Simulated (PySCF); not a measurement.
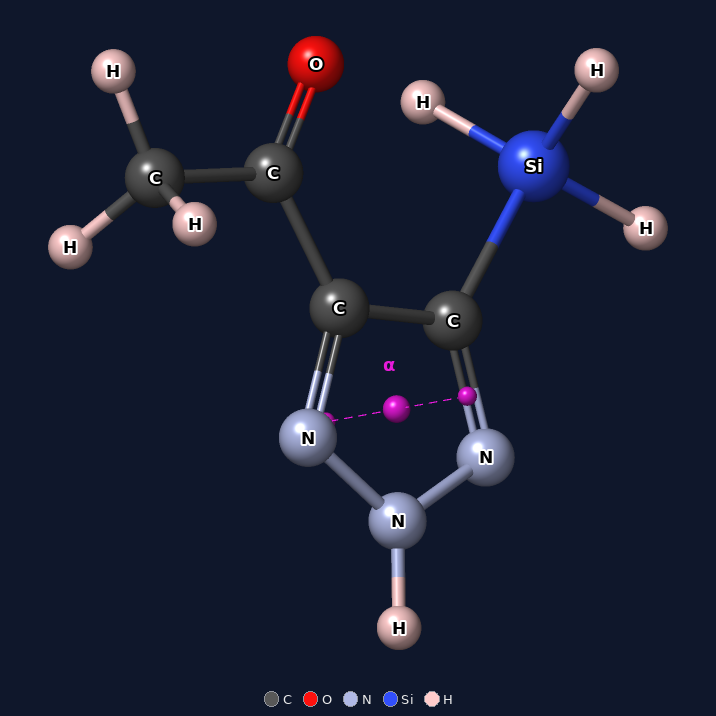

The small points mark where nucleus-independent chemical shifts (NICS) were computed: at the centre of each lettered ring and 1 Å above and below it. The computed structure is the end point of a GFN2-xTB optimisation. No frequency run is at hand to confirm it as a minimum. Level of theory: GIAO PBE0/pcSseg-1 NMR shielding, non-relativistic, gas phase (PySCF 2.14.0).

Give NICS(0), NICS(1) and the out-of-plane component NICS(1)zz for each ring (means of the two sides).

| ring | members | NICS(0) | NICS(1) | NICS(1)zz |
| --- | --- | --- | --- | --- |
| α | C2N3 | −13.2 | −13.6 | −33.6 |

Values in ppm.

**What do the values say about the ring currents?**

Ring α: diatropic, as in an aromatic ring. NICS is one index among several.

The geometry is semi-empirical. Around Si such bond lengths and angles can be off by a tenth of an ångström or more and by several degrees, and values that hang on the shape move with them.
